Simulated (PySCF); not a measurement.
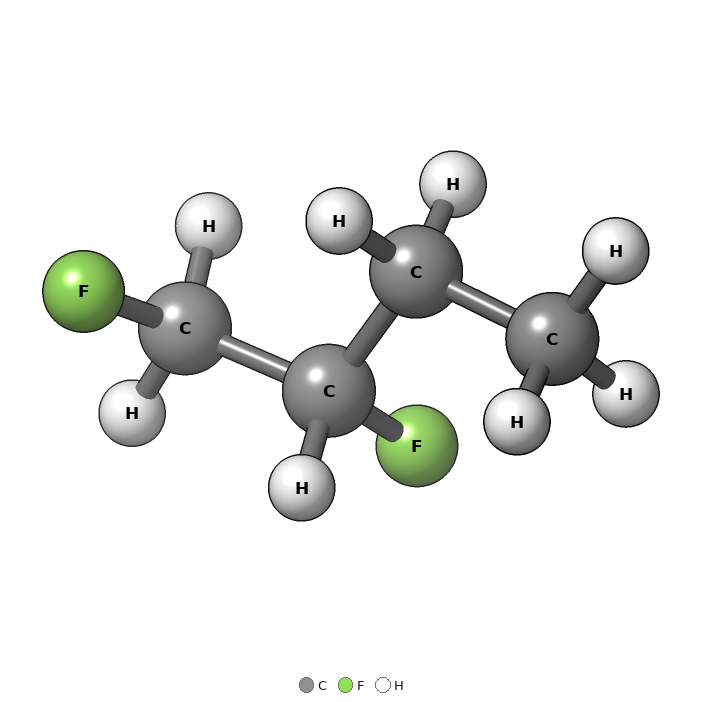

A ball-and-stick model of a molecule. Every bond is drawn as one stick, whatever its order.

The computed structure is the end point of a GFN2-xTB optimisation. No frequency run is at hand to confirm it as a minimum.

**What is the molecular formula?**

C4H8F2, 14 atoms: 4 carbon, 8 hydrogen and 2 fluorine.

**Write the SMILES.**

CC[C@H](F)CF

**Count the bonded pairs by element.**

8 C–H, 3 C–C, 2 C–F.

**Name functional groups in it.**

Among them: C–F bond.

More results for the same structure follow; atom numbers are the same in all pictures, views and colours differ.

### Electronic properties

No frequency run is at hand to confirm it as a minimum. Properties computed with PBE0/pcSseg-1, gas phase (PySCF 2.14.0).

What does the calculation give?

- dipole moment: 0.54 D
- HOMO energy (Kohn–Sham orbital): −9.08 eV
- LUMO energy (Kohn–Sham orbital): 1.66 eV
- HOMO–LUMO gap: 10.74 eV

### NMR shielding

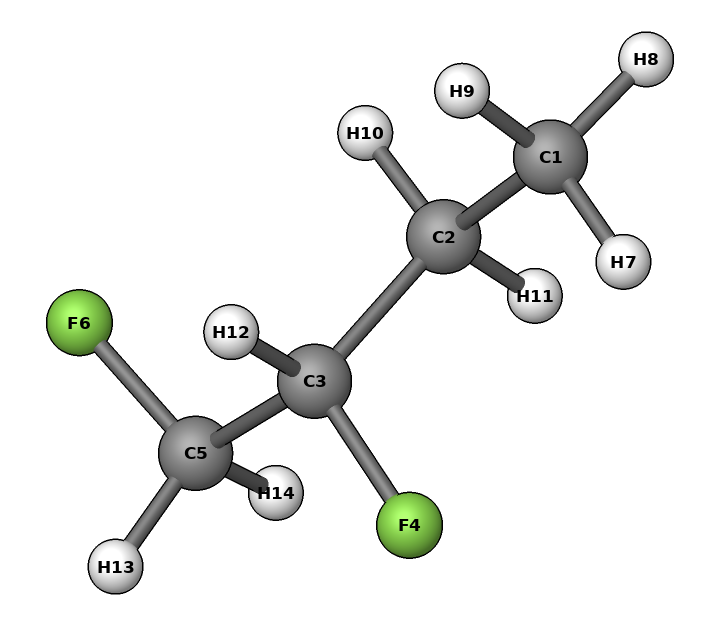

The questions are on isotropic NMR shieldings of the F atoms. No frequency run is at hand to confirm it as a minimum. Method: GIAO PBE0/pcSseg-1 NMR shielding, non-relativistic, gas phase (PySCF 2.14.0).

Give the isotropic NMR shieldings of the F atoms atom by atom.

```
atom  σ (ppm)
  F4    407.6
  F6    437.4
```

### Bond orders

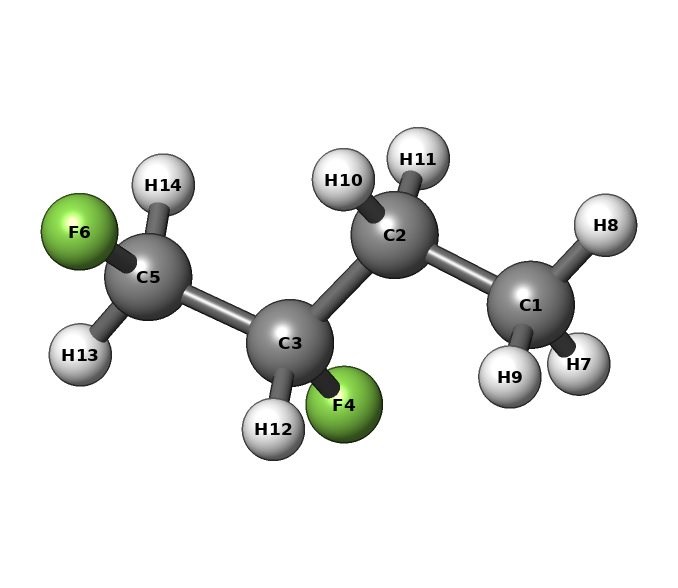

Every bond is drawn as one stick. No frequency run is at hand to confirm it as a minimum. Method: PBE0/pcSseg-1 (PySCF 2.14.0).

List the Mayer bond orders of C1–C2, C1–H7, C1–H8, C1–H9, C2–C3, C2–H10, C2–H11, C3–F4, C3–C5, C3–H12, C5–F6, C5–H13, C5–H14.

| bond | Mayer order | length (Å) |
| --- | --- | --- |
| C1–C2 | 1.06 | 1.524 |
| C1–H7 | 0.96 | 1.087 |
| C1–H8 | 0.97 | 1.087 |
| C1–H9 | 0.97 | 1.088 |
| C2–C3 | 1.00 | 1.525 |
| C2–H10 | 0.94 | 1.091 |
| C2–H11 | 0.94 | 1.092 |
| C3–F4 | 0.86 | 1.382 |
| C3–C5 | 1.02 | 1.530 |
| C3–H12 | 0.94 | 1.098 |
| C5–F6 | 0.89 | 1.369 |
| C5–H13 | 0.95 | 1.095 |
| C5–H14 | 0.94 | 1.095 |
